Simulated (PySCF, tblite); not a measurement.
**C₅H₉ClSi₂: geometry, infrared bands and NMR shifts**

What infrared bands and NMR shifts should C₅H₉ClSi₂ (`CC1=C[SiH2]C=C[Si@@H]1Cl`) show?

Programs: tblite 0.8.0 and PySCF 2.14.0, with density-fitted response routines of our own. Each step states its level of theory. These are calculated values for one molecule in the gas phase, unless marked as measured. Atoms are numbered from 0 throughout.

## 1. The starting structure

17 atoms, charge 0, multiplicity 1; geometry from: force field or distance geometry start.

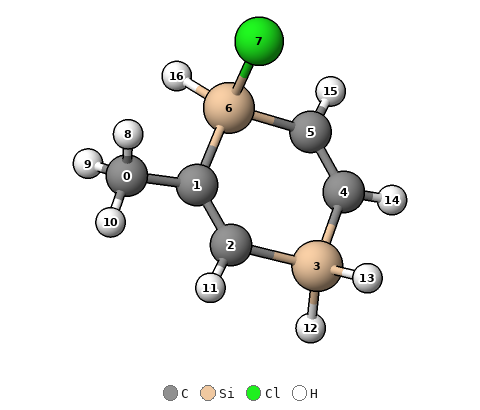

As it starts; carbon grey, silicon light orange, chlorine green, hydrogen white, atoms numbered.

## 2. Geometry optimisation with GFN2-xTB

The job: settings as JSON, then the geometry in Å.

```
{"job": {"kind": "relax", "xc": "GFN2-xTB", "basis": "xTB"}, "charge": 0, "multiplicity": 1}
C      2.481500    -0.482700     0.136800
C      0.980500    -0.271600     0.004200
C      0.203600    -1.189900    -0.599200
Si    -1.654000    -1.104300    -0.846900
C     -2.268900     0.400800     0.059800
C     -1.510800     1.324800     0.669200
Si     0.342100     1.324700     0.787000
Cl     0.910100     2.769800    -0.535100
H      3.029800     0.310400    -0.376700
H      2.776800    -0.498000     1.193400
H      2.784500    -1.433300    -0.307200
H      0.617000    -2.090500    -1.029800
H     -2.281200    -2.318600    -0.239500
H     -1.972300    -1.019200    -2.283100
H     -3.350900     0.512900     0.038500
H     -1.972200     2.178200     1.170100
H      0.877500     1.598600     2.148800
```

The run is started by

```
> OMP_NUM_THREADS=1 python probes_run.py task.json out
```

The driver reads the jobs from task.json and runs them one after another.

Output:

```text
step      E/eV     max force
  0    -633.18251    0.929
  1    -633.21741    0.547
  2    -633.24120    0.363
  3    -633.26437    0.344
  4    -633.28262    0.263
  5    -633.29129    0.237
  6    -633.29730    0.212
  7    -633.30075    0.154
  8    -633.30346    0.142
  9    -633.30546    0.099
 10    -633.30651    0.075
 11    -633.30708    0.066
 12    -633.30760    0.062
 13    -633.30819    0.073
 14    -633.30884    0.074
 15    -633.30943    0.063
 16    -633.30992    0.055
 17    -633.31036    0.054
 18    -633.31076    0.049
 19    -633.31109    0.037
 20    -633.31133    0.037
 21    -633.31155    0.040
 22    -633.31182    0.053
 23    -633.31210    0.059
 24    -633.31232    0.039
 25    -633.31246    0.028
 26    -633.31258    0.033
 27    -633.31274    0.038
 28    -633.31288    0.032
 29    -633.31296    0.018
 30    -633.31301    0.019
 31    -633.31306    0.024
 32    -633.31313    0.027
 33    -633.31319    0.023
 34    -633.31323    0.016
 35    -633.31325    0.016
 36    -633.31328    0.017
 37    -633.31331    0.026
 38    -633.31334    0.025
 39    -633.31337    0.016
 40    -633.31340    0.015
 41    -633.31342    0.021
 42    -633.31345    0.022
 43    -633.31348    0.016
 44    -633.31350    0.013
 45    -633.31352    0.012
 46    -633.31354    0.015
 47    -633.31357    0.019
 48    -633.31361    0.017
 49    -633.31364    0.017
 50    -633.31368    0.012
 51    -633.31371    0.017
 52    -633.31374    0.017
 53    -633.31379    0.021
 54    -633.31385    0.023
 55    -633.31390    0.016
 56    -633.31394    0.015
 57    -633.31398    0.018
 58    -633.31403    0.021
 59    -633.31410    0.021
 60    -633.31418    0.024
 61    -633.31426    0.021
 62    -633.31433    0.021
 63    -633.31440    0.019
 64    -633.31448    0.021
 65    -633.31457    0.026
 66    -633.31465    0.022
 67    -633.31472    0.021
 68    -633.31480    0.021
 69    -633.31493    0.032
 70    -633.31510    0.042
 71    -633.31528    0.039
 72    -633.31542    0.027
 73    -633.31554    0.031
 74    -633.31566    0.030
 75    -633.31582    0.031
 76    -633.31601    0.035
 77    -633.31621    0.030
 78    -633.31642    0.028
 79    -633.31657    0.040
 80    -633.31672    0.046
 81    -633.31688    0.034
 82    -633.31713    0.021
 83    -633.31729    0.036
 84    -633.31762    0.049
 85    -633.31800    0.049
 86    -633.31848    0.042
 87    -633.31889    0.034
 88    -633.31919    0.031
 89    -633.31936    0.033
 90    -633.31942    0.053
 91    -633.31965    0.028
 92    -633.31982    0.020
 93    -633.32004    0.020
 94    -633.32015    0.034
 95    -633.32026    0.031
 96    -633.32049    0.027
 97    -633.32067    0.031
 98    -633.32082    0.030
 99    -633.32092    0.025
100    -633.32099    0.018
101    -633.32103    0.024
102    -633.32110    0.019
103    -633.32119    0.019
104    -633.32125    0.018
105    -633.32128    0.010
106    -633.32130    0.009
```

It took 1.1 s on 1 thread of Arm Neoverse V1, shared host; peak memory 0.18 GiB.

The steps of the relaxation: (not every step is listed)

| step | energy from step 0 (eV) | largest force (eV/Å) |
| --- | --- | --- |
| 0 | 0.0000 | 0.9289 |
| 1 | -0.0349 | 0.5472 |
| 2 | -0.0587 | 0.3635 |
| 3 | -0.0819 | 0.3436 |
| 4 | -0.1001 | 0.2632 |
| 5 | -0.1088 | 0.2373 |
| 6 | -0.1148 | 0.2121 |
| 7 | -0.1182 | 0.1535 |
| 8 | -0.1209 | 0.1422 |
| 17 | -0.1278 | 0.0542 |
| 26 | -0.1301 | 0.0332 |
| 35 | -0.1307 | 0.0156 |
| 44 | -0.1310 | 0.0130 |
| 53 | -0.1313 | 0.0215 |
| 62 | -0.1318 | 0.0208 |
| 71 | -0.1328 | 0.0388 |
| 80 | -0.1342 | 0.0461 |
| 89 | -0.1368 | 0.0328 |
| 98 | -0.1383 | 0.0302 |
| 101 | -0.1385 | 0.0243 |
| 102 | -0.1386 | 0.0188 |
| 103 | -0.1387 | 0.0194 |
| 104 | -0.1387 | 0.0180 |
| 105 | -0.1388 | 0.0105 |
| 106 | -0.1388 | 0.0088 |

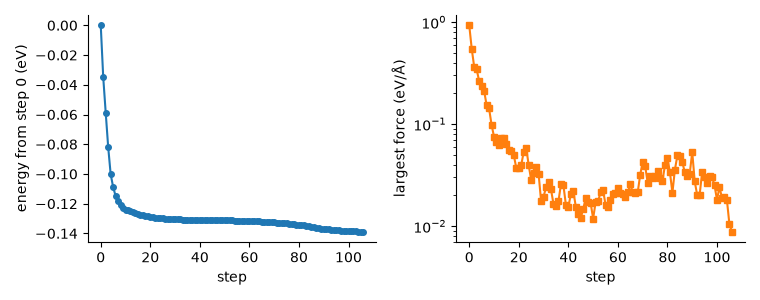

Energy and largest force along the relaxation.

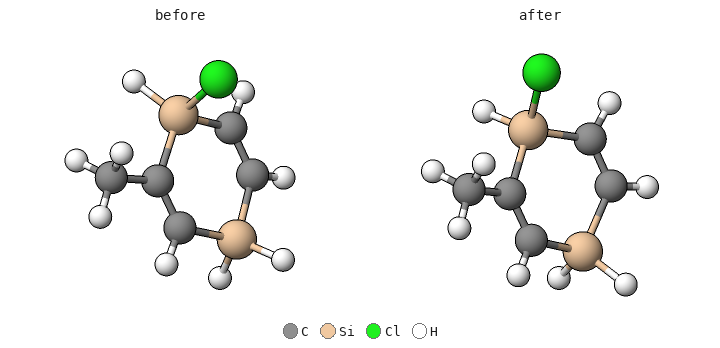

Before and after, at one scale.

Close pairs (by a distance rule), those that changed most:

| bond | before (Å) | after (Å) | change (Å) |
| --- | --- | --- | --- |
| Si3–H12 | 1.496 | 1.472 | -0.024 |
| C0–C1 | 1.522 | 1.500 | -0.021 |
| C5–Si6 | 1.857 | 1.878 | +0.021 |
| Si3–C4 | 1.862 | 1.882 | +0.020 |
| Si6–H16 | 1.489 | 1.469 | -0.019 |
| C1–C2 | 1.346 | 1.335 | -0.011 |
| C4–C5 | 1.342 | 1.331 | -0.011 |
| C0–H9 | 1.097 | 1.090 | -0.008 |

The next job starts from the end point, and lists it.

## 3. Infrared spectrum with GFN2-xTB

The job: settings as JSON, then the geometry in Å.

```
{"job": {"kind": "ir", "xc": "GFN2-xTB", "basis": "xTB"}, "charge": 0, "multiplicity": 1}
C      2.492119    -0.413750    -0.047828
C      0.996682    -0.299024    -0.018695
C      0.215552    -1.216857    -0.592393
Si    -1.659529    -1.196895    -0.645824
C     -2.285194     0.495836    -0.111625
C     -1.532220     1.425866     0.470885
Si     0.287207     1.205482     0.880190
Cl     1.288506     2.872363     0.282828
H      2.920515     0.436152    -0.578230
H      2.891912    -0.399427     0.965777
H      2.810887    -1.330639    -0.541057
H      0.697350    -2.059812    -1.081564
H     -2.200124    -2.219173     0.264759
H     -2.117598    -1.465133    -2.018127
H     -3.330203     0.716388    -0.305274
H     -1.977486     2.380241     0.736763
H      0.494628     1.080411     2.329503
```

Output:

```text
mode    cm-1     km/mol
  1      19.3      0.50
  2     114.8      3.15
  3     125.7      3.13
  4     134.2      0.52
  5     172.1      0.07
  6     227.3      0.45
  7     280.1      3.03
  8     291.7      2.02
  9     382.1     13.35
 10     386.3      3.60
 11     460.8     58.56
 12     480.5     16.15
 13     511.0     83.41
 14     560.2     11.68
 15     595.5     15.82
 16     612.3     60.54
 17     643.0    203.35
 18     656.5    180.64
 19     692.7    141.34
 20     738.1    140.71
 21     770.2    278.92
 22     779.6    161.73
 23     826.6     65.92
 24     840.5     64.95
 25     963.0      0.14
 26    1019.4      2.82
 27    1026.5     18.65
 28    1121.6      1.21
 29    1168.7      7.99
 30    1290.6      5.79
 31    1330.0      7.51
 32    1399.5      7.01
 33    1477.9      8.57
 34    1482.9      7.32
 35    1632.9     13.42
 36    1644.3     16.66
 37    2179.1    256.77
 38    2189.5    472.70
 39    2192.7    218.38
 40    2982.0     77.11
 41    2985.9     35.12
 42    2997.6     20.62
 43    3007.1     76.48
 44    3011.7     36.78
 45    3017.1     30.01
```

Run time: 0.89 s. Hardware: 1 thread of Arm Neoverse V1, shared host; peak memory 0.18 GiB.

Which atoms move in the most intense modes:

| cm⁻¹ | km/mol | atoms |
| --- | --- | --- |
| 643 | 203.3 | H16 54 %, H13 15 % |
| 656 | 180.6 | H13 19 %, H12 19 %, H16 19 %, Si6 13 % |
| 693 | 141.3 | H15 28 %, H14 27 %, C5 12 %, C4 12 % |
| 770 | 278.9 | H13 24 %, H12 21 %, Si6 17 %, C5 16 % |
| 780 | 161.7 | H12 28 %, H13 27 %, C5 16 %, Si6 14 % |
| 2179 | 256.8 | H12 69 %, H13 20 % |
| 2190 | 472.7 | H16 87 % |
| 2193 | 218.4 | H13 69 %, H12 26 % |

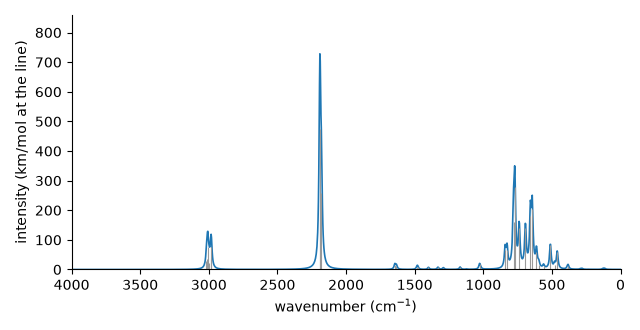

The infrared spectrum from these modes, unscaled. Lines are broadened to a width of 14 cm⁻¹ (Lorentzian).

## 4. Shielding tensors: PBE0/pcSseg-1

Same as in step 3 but for these lines:

```diff
@@ -1,2 +1,2 @@
-{"job": {"kind": "ir", "xc": "GFN2-xTB", "basis": "xTB"}, "charge": 0, "multiplicity": 1}
+{"job": {"kind": "nmr", "xc": "PBE0", "basis": "pcSseg-1"}, "charge": 0, "multiplicity": 1}
 C      2.492119    -0.413750    -0.047828
```

With the program's defaults for keys left out, this is: GIAO PBE0/pcSseg-1 NMR shielding, non-relativistic, gas phase.

Output:

```text
coarse grid: 15888 points
cycle   1  E = -1234.3569057765  dE =  8.528e-01  |g| = 4.670e-01  |ddm| = 3.902e+00
cycle   2  E = -1234.3440735235  dE =  1.283e-02  |g| = 5.193e-01  |ddm| = 9.486e-01
cycle   3  E = -1234.4145562609  dE = -7.048e-02  |g| = 4.530e-02  |ddm| = 5.646e-01
cycle   4  E = -1234.4148212854  dE = -2.650e-04  |g| = 3.592e-02  |ddm| = 8.706e-02
cycle   5  E = -1234.4151435954  dE = -3.223e-04  |g| = 9.142e-03  |ddm| = 3.802e-02
cycle   6  E = -1234.4151639462  dE = -2.035e-05  |g| = 2.603e-03  |ddm| = 1.102e-02
cycle   7  E = -1234.4151655114  dE = -1.565e-06  |g| = 5.438e-04  |ddm| = 3.184e-03
final grid: 139992 points
cycle   8  E = -1234.4613367141  dE = -2.943e-05  |g| = 7.379e-03  |ddm| = 2.595e-02
cycle   9  E = -1234.4613318431  dE =  4.871e-06  |g| = 8.297e-03  |ddm| = 1.497e-02
cycle  10  E = -1234.4613503904  dE = -1.855e-05  |g| = 7.415e-04  |ddm| = 8.656e-03
cycle  11  E = -1234.4613504784  dE = -8.805e-08  |g| = 3.336e-04  |ddm| = 1.027e-03
cycle  12  E = -1234.4613505051  dE = -2.672e-08  |g| = 7.979e-05  |ddm| = 3.175e-04
cycle  13  E = -1234.4613505066  dE = -1.458e-09  |g| = 2.676e-05  |ddm| = 1.021e-04
cycle  14  E = -1234.4613505068  dE = -1.796e-10  |g| = 5.743e-06  |ddm| = 3.005e-05
converged SCF energy = -1234.4613505068

GIAO shielding tensors (ppm)
atom      isotropic    diamagn.    paramagn.     s11        s22        s33       span
  0 C      155.156     246.256     -91.100    136.631    145.025    183.812     47.181
  1 C       20.676     263.641    -242.965    -94.539    -14.118    170.684    265.223
  2 C       44.123     258.856    -214.732    -60.534     34.562    158.343    218.877
  3 Si     421.507     881.970    -460.463    402.247    413.568    448.706     46.459
  4 C       32.216     259.708    -227.493    -84.801      1.941    179.507    264.307
  5 C       31.100     261.111    -230.011    -83.960     11.672    165.589    249.549
  6 Si     382.481     881.024    -498.544    354.649    380.029    412.764     58.115
  7 Cl     971.695    1148.998    -177.304    941.698    973.066   1000.320     58.622
  8 H       29.055      28.887       0.168     24.079     29.985     33.102      9.023
  9 H       29.489      28.422       1.067     25.608     28.295     34.563      8.955
 10 H       29.759      29.599       0.160     26.205     28.496     34.576      8.371
 11 H       24.801      32.679      -7.877     23.135     23.705     27.564      4.430
 12 H       27.144      28.974      -1.830     24.417     24.705     32.311      7.894
 13 H       27.111      29.161      -2.050     23.986     25.125     32.222      8.236
 14 H       24.263      28.836      -4.573     22.940     23.407     26.444      3.504
 15 H       24.337      29.287      -4.949     22.274     23.363     27.376      5.102
 16 H       26.345      29.143      -2.798     22.721     24.716     31.599      8.878
```

Wall time 52 s (1 thread of Arm Neoverse V1, shared host); peak memory 0.88 GiB.

The references, computed at this level on geometries of the same kind, shield at (ppm): ¹H TMS 31.72, ¹³C TMS 186.9, ²⁹Si TMS 349.2, ³⁵Cl HCl 950. Their shielding less the atom's gives the shift. The references are single molecules in the gas phase. Atoms listed in one row are averaged.

| atoms | environment | σ (ppm) | δ (ppm) | δ scaled to CDCl3 |
| --- | --- | --- | --- | --- |
| C1 | fully substituted alkene carbon | 20.7 | 166.2 | 160.3 |
| C5 | alkene CH | 31.1 | 155.8 | 150.2 |
| C4 | alkene CH | 32.2 | 154.7 | 149.1 |
| C2 | alkene CH | 44.1 | 142.8 | 137.5 |
| C0 | allylic methyl carbon | 155.2 | 31.8 | 29.1 |
| H14 | hydrogen on an alkene CH | 24.26 | 7.45 | 7.13 |
| H15 | hydrogen on an alkene CH | 24.34 | 7.38 | 7.06 |
| H11 | hydrogen on an alkene CH | 24.80 | 6.92 | 6.63 |
| H16 | hydrogen on a silicon bonded to 2 C, Cl, in a 6-membered ring | 26.34 | 5.37 | – |
| H13 | hydrogen on a silicon bonded to 2 C, in a 6-membered ring | 27.11 | 4.61 | – |
| H12 | hydrogen on a silicon bonded to 2 C, in a 6-membered ring | 27.14 | 4.57 | – |
| H8, H9, H10 | hydrogen on an allylic methyl carbon | 29.43 | 2.28 | 2.26 |
| Si6 | silicon bonded to 2 C, Cl, H, in a 6-membered ring | 382.5 | -33.3 | – |
| Si3 | silicon bonded to 2 C, 2 H, in a 6-membered ring | 421.5 | -72.3 | – |
| Cl7 | chlorine bonded to Si | 972 | -22 | – |

The scaled column applies a straight-line fit of computed shieldings to shifts measured in CDCl3, with any fitted terms for Cl, Br or S neighbours (root-mean-square error 0.16 ppm for H, 1.9 ppm for C).

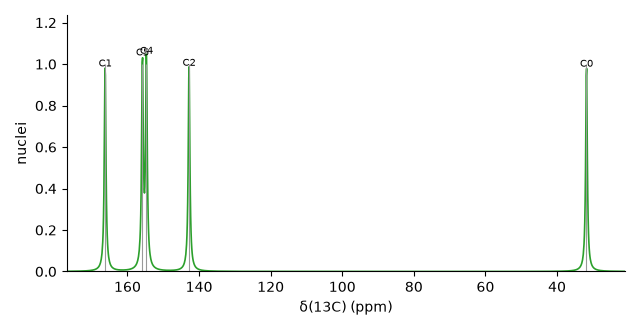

¹³C lines at the computed shifts, without couplings. Lines are broadened to a width of 0.54 ppm (Lorentzian).

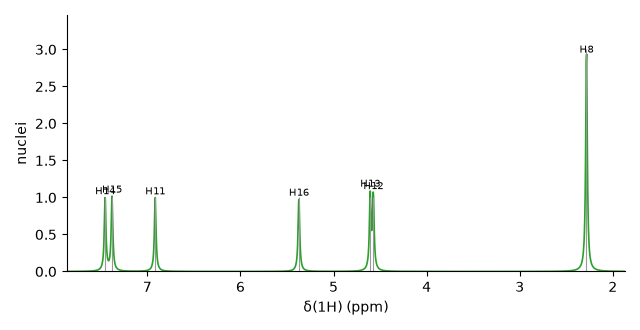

¹H lines at the computed shifts, without couplings. Lines are broadened to a width of 0.02 ppm (Lorentzian).

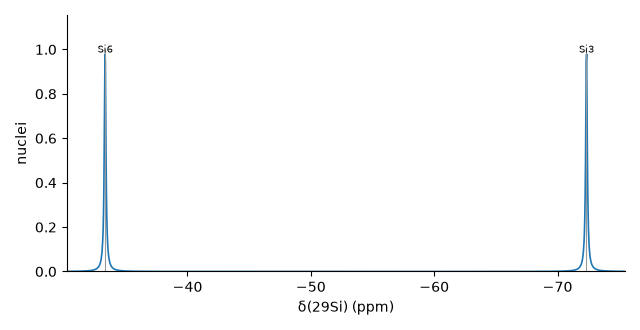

²⁹Si lines at the computed shifts, without couplings. Lines are broadened to a width of 0.16 ppm (Lorentzian).

The run also stored atomic charges by several schemes (e):

| atoms | Mulliken | IAO | Hirshfeld | ESP fit |
| --- | --- | --- | --- | --- |
| C0 | -0.18 | -0.42 | -0.12 | -0.58 |
| C1 | -0.55 | -0.23 | -0.07 | 0.19 |
| C2 | -0.33 | -0.42 | -0.14 | -0.42 |
| Si3 | 0.73 | 0.75 | 0.33 | 0.50 |
| C4 | -0.39 | -0.39 | -0.12 | -0.30 |
| C5 | -0.41 | -0.41 | -0.14 | -0.23 |
| Si6 | 0.92 | 0.91 | 0.35 | 0.29 |
| Cl7 | -0.33 | -0.32 | -0.12 | -0.18 |

Mulliken charges:

C0 -0.18; C1 -0.55; C2 -0.33; Si3 0.73; C4 -0.39; C5 -0.41; Si6 0.92; Cl7 -0.33; H8 0.14; H9 0.13; H10 0.11; H11 0.11; H12 -0.07; H13 -0.09; H14 0.13; H15 0.13; H16 -0.05

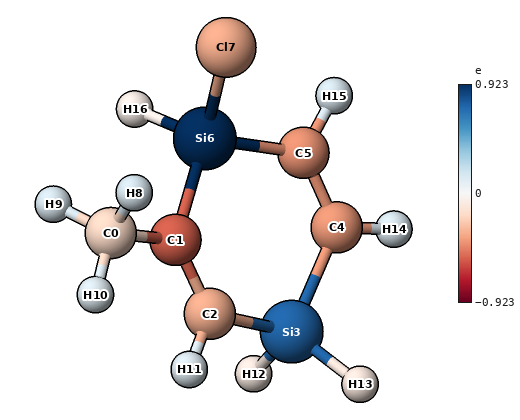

Mulliken charges, as colours on the atoms.

Mayer bond orders: C0–C1 1.05, C1–C2 1.91, C2–Si3 0.91, Si3–C4 0.89, C4–C5 1.94, C5–Si6 0.90, Si6–Cl7 0.96, Si6–C1 0.84.

Ring of atoms C1, C2, Si3, C4, C5, Si6: NICS(0) 0.3, NICS(1) -1.2, NICS(1)zz 3.8 ppm (means of both faces).

The fields below are evaluated on a grid from the run's orbitals.

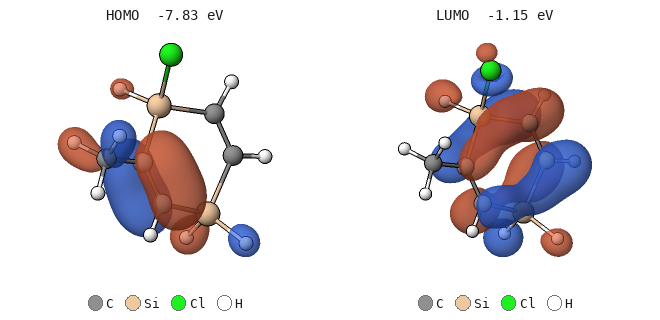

Frontier orbitals at PBE0/pcSseg-1; each surface holds 70 % of the orbital's density, blue and red mark the sign.

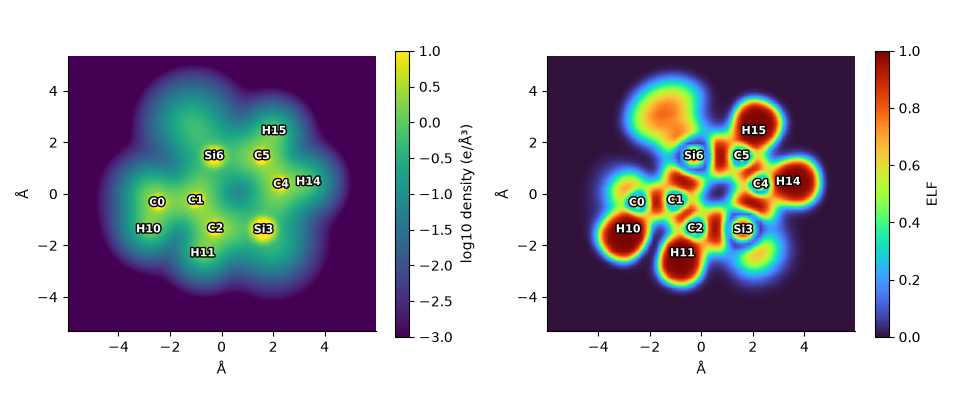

Density (left) and ELF (right) in a plane through or near 11 of the atoms.

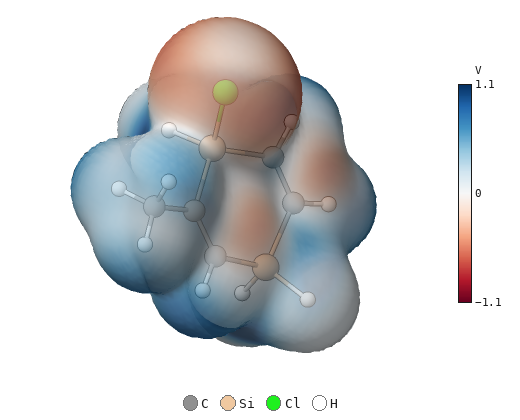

The potential that a unit positive charge feels on the 0.002 e/bohr³ surface, from -0.56 V near Cl7 to 1.10 V near H13.

## 5. What came out

```
                                                              quantity                                         value
                             strongest single infrared mode (GFN2-xTB)                         2190 cm⁻¹, 473 km/mol
                                          zero-point energy (GFN2-xTB)                                 73.5 kcal/mol
                                ¹³C shifts against TMS (PBE0/pcSseg-1)          166.2, 155.8, 154.7, 142.8, 31.8 ppm
¹H shifts against TMS (PBE0/pcSseg-1, means over atoms taken as alike)  7.45, 7.38, 6.92, 5.37, 4.61, 4.57, 2.28 ppm
                               ²⁹Si shifts against TMS (PBE0/pcSseg-1)                              -33.3, -72.3 ppm
                               ³⁵Cl shifts against HCl (PBE0/pcSseg-1)                                       -22 ppm
                                 surface potential, least and greatest                            -0.56 V and 1.10 V
```

**Reading.** Over 106 steps the energy fell by 0.139 eV; of the close pairs, Si3–H12 changed most, 1.496 to 1.472 Å. All 45 modes are real, so the xTB geometry is a minimum. Unscaled tight-binding wavenumbers are off by several per cent, some by more. Its intensities can rank the bands wrongly. At PBE0/pcSseg-1, counted by nearest atom on the grid, the HOMO lies on C1, C2 about 35 % each, the LUMO on C4, C5 about 19 % each; C1, C2 about 9 % each.
